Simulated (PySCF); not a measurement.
# C4H4O, SMILES `c1ccoc1`: electronic structure

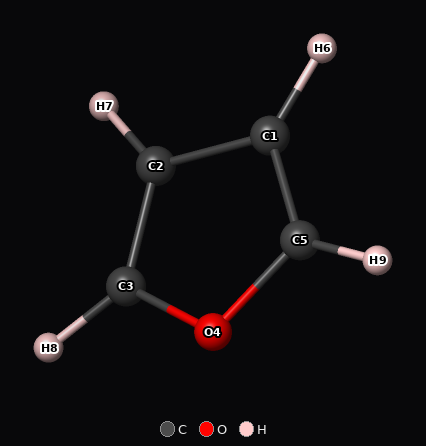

The molecule, with its atoms numbered as below. No frequency check shows the geometry to be a minimum.

Coordinates in Å:

```
C1      -0.7009   -0.9611    0.0000
C2       0.7160   -0.9502    0.0000
C3       1.0768    0.3608    0.0000
O4      -0.0096    1.1509    0.0000
C5      -1.0818    0.3441    0.0000
H6      -1.3393   -1.8204    0.0000
H7       1.3677   -1.7995    0.0000
H8       2.0350    0.8412    0.0000
H9      -2.0474    0.8097    0.0000
```

## 1. Bonding charge

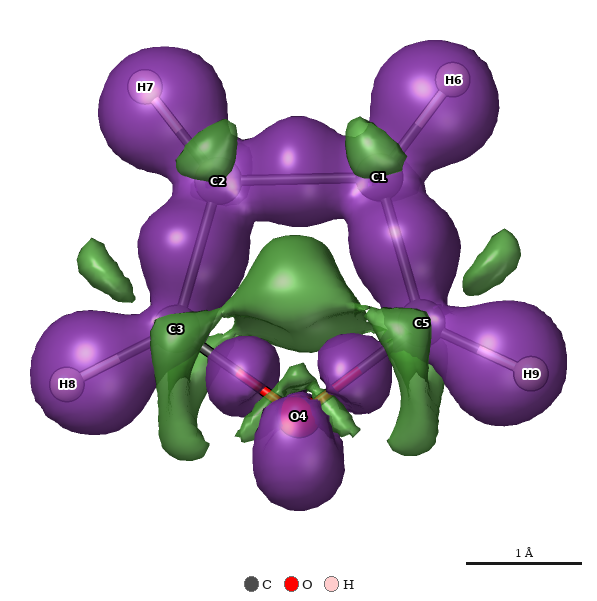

Deformation density (molecule less spherical, spin-averaged free atoms at the same positions), surfaces at ±0.08 e/Å³; purple: gain, green: loss.

Computed with PySCF, PBE0/def2-TZVP, geometry: GFN2-xTB.

**Describe the bonding that the map shows.**

C5–H9 and C3–H8: +0.82 e/Å³ at the bond critical point (bond length 1.07 Å, Mayer order 1.0). C2–H7 and C1–H6: +0.77 e/Å³ at the bond critical point (bond length 1.07 Å, Mayer order 1.0). C2–C3 and C1–C5: +0.73 e/Å³ at the bond critical point (bond length 1.36 Å, Mayer order 1.7). C1–C2: +0.59 e/Å³ at the bond critical point (bond length 1.42 Å, Mayer order 1.3). O4–C5 and C3–O4: +0.16 e/Å³ at the bond critical point (bond length 1.34 Å, Mayer order 1.1). In all, 2.1 electrons gather in the regions of gain relative to the promolecule.

**Where do the Hirshfeld charges lie?**

The highest Hirshfeld charge is on H8 and H9 (+0.06 e), the lowest on C1 and C2 (−0.09 e).

## 2. Bond critical points

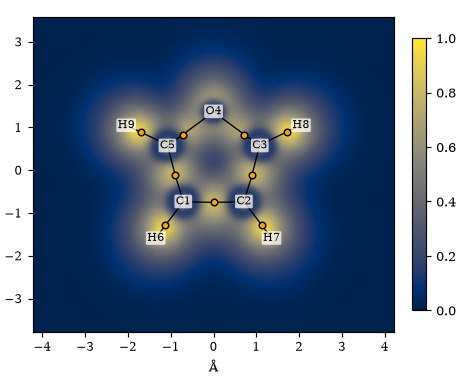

Localised orbital locator (LOL) in the molecular plane, with bond paths and bond critical points (dots).

**What values does LOL take at the bond critical points in this plane?**

C5–H9 and C3–H8: about 0.91; C2–H7 and C1–H6: about 0.90; C1–C2: about 0.79; C2–C3 and C1–C5: about 0.78; O4–C5 and C3–O4: about 0.47. Values above 0.5 mark slow, localised electrons, as in shared pairs; low values at a critical point mark a polar or closed-shell contact whose critical point lies between the shells.

**Where along O4–C5 does the critical point lie?**

0.90 Å from O4 and 0.44 Å from C5.

## 3. Local ionisation energy

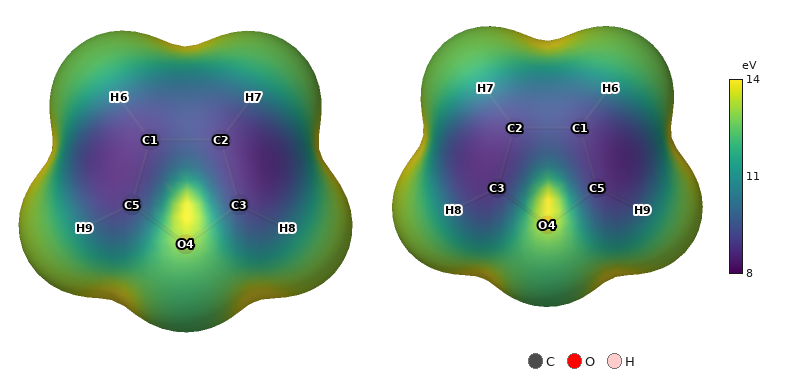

Average local ionisation energy on the surface of electron density 0.001 a.u. (back view left, front view right).

**Where are the most loosely bound electrons on this surface?**

The lowest value is 8.5 eV, off the C1–C5 bond (2.1 to 2.2 Å from its atoms), and at like points elsewhere. For comparison, the highest occupied orbital lies at −6.6 eV.

## 4. The π system

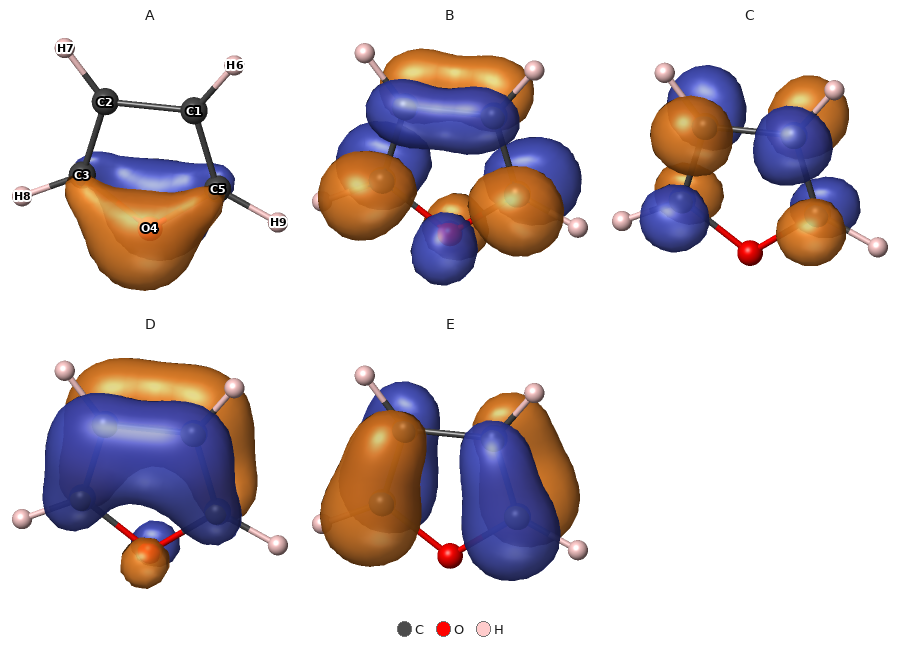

Natural orbitals of the π active space, CASSCF(6,5), singlet state, in random order.

Level of theory: 6-311+G** basis (PySCF), at a geometry from GFN2-xTB.

**Which orbitals are strongly, which singly and which weakly occupied?**

Strongly: A (1.99), D (1.95), E (1.91). Weakly: B (0.09), C (0.06). Broadly, orbitals with more nodes between bonded atoms hold fewer electrons.

**How multiconfigurational is the state?**

The leading determinant weighs 0.93; the effective number of unpaired electrons, Σ n²(2−n)², is 0.08; the most occupied of the weakly occupied orbitals holds 0.09 e, as in an ordinary closed-shell π system. The active space lowers the energy by 1.41 eV against Hartree–Fock.

**Where does the lowest triplet lie relative to the singlet, at this geometry and within this active space?**

4.45 eV above it by strongly contracted NEVPT2 (+4.00 eV by CASSCF); a small basis tends to put such gaps a few tenths of an eV too high. This is a vertical energy for π states alone; a state that uses lone pairs or σ orbitals may lie lower.
